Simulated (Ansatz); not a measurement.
```
CELL_PARAMETERS angstrom
3.38365 0.00000 0.00000
0.00000 7.24692 0.00000
0.00000 0.00000 5.27338
ATOMIC_POSITIONS crystal
Si 0.50000 0.73406 0.16167
Si 0.50000 0.26594 0.16167
Si 0.00000 0.76594 0.83833
Si 0.00000 0.23406 0.83833
Si 0.00000 0.50000 0.57335
Si 0.50000 0.00000 0.42665
B 0.50000 0.50000 0.36134
B 0.00000 0.00000 0.63866
```

Space group Pmmn; a structure from a database of computed crystals, not necessarily the ambient phase; a generated structure, not necessarily the stable one; changed on purpose from its base cell (the structure that the rattled cell fell into).

The calculation used DFT PBE, scalar-relativistic, plane waves, PAW in Ansatz 0.2.0.

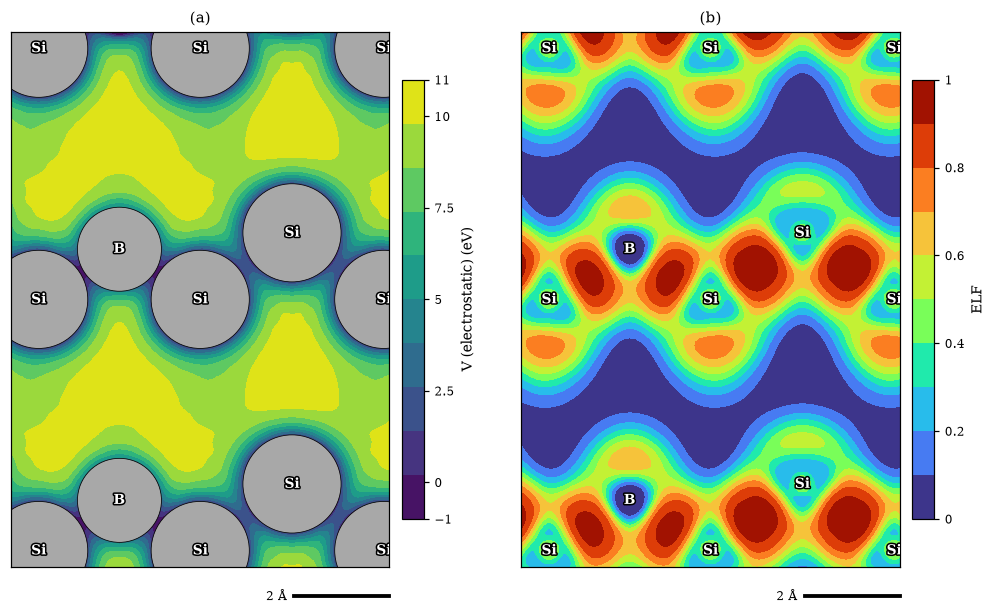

Si3B. (a) electrostatic potential (local pseudopotential plus Hartree) felt by an electron; (b) electron localisation function on the (100) plane of the conventional cell. Grey discs cover the atomic cores in the potential map.

Question: Read the bonding off the picture.

Answer: Atoms in the plane: Si and B.
Si–B (2.00 Å): the ELF peaks at about 0.95 between the atoms.
Si–Si (2.38 Å): the ELF peaks at about 0.95 between the atoms.
Outside the cores the potential energy rises away from the atoms and is highest about 2.1 Å from the nearest atoms; its zero is arbitrary.
